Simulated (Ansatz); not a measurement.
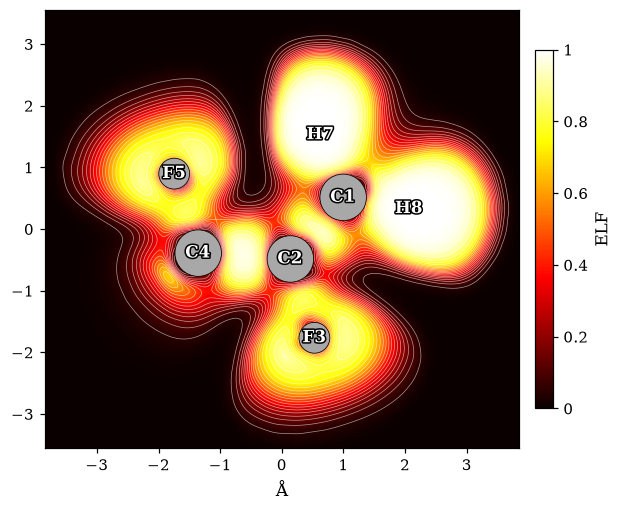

The picture shows: C3H3F3 (SMILES C=C(F)C(F)F). Electron localisation function on the plane of atoms C2, C1 and H8. Grey discs cover the atomic cores.

Geometry: PBE0-D4/def2-TZVP.

These are results of RKS PBE0-D4/def2-TZVPP (Ansatz 0.2.0), not measurements.

```xyz
9

C    -0.0731   -1.3841    0.3261
C     0.3375   -0.1362    0.4014
F     1.2254    0.2735    1.3127
C    -0.0711    1.0014   -0.4836
F    -0.9035    0.5687   -1.4526
F    -0.7262    1.9386    0.2451
H    -0.7888   -1.6635   -0.4326
H     0.2945   -2.1312    1.0165
H     0.7937    1.4867   -0.9502
```

What do the fields say about this system?

- The section cuts through C, F and H sites.
- C–C (1.32 Å): the ELF peaks at about 0.95 between the atoms (a short, multiple covalent bond).
- C–F (1.34 Å): the ELF peaks at about 0.85 between the atoms; a shared but strongly polarised pair.
- C–H (1.08 Å): the ELF climbs to about 1 towards the hydrogen, as it does in any bond to H; an ordinary covalent bond to hydrogen.
- C–C (1.50 Å): the ELF peaks at about 1 between the atoms: localised, covalent bonding.
- The ELF also peaks beside F3 and F5, away from the bonds: lone-pair regions.
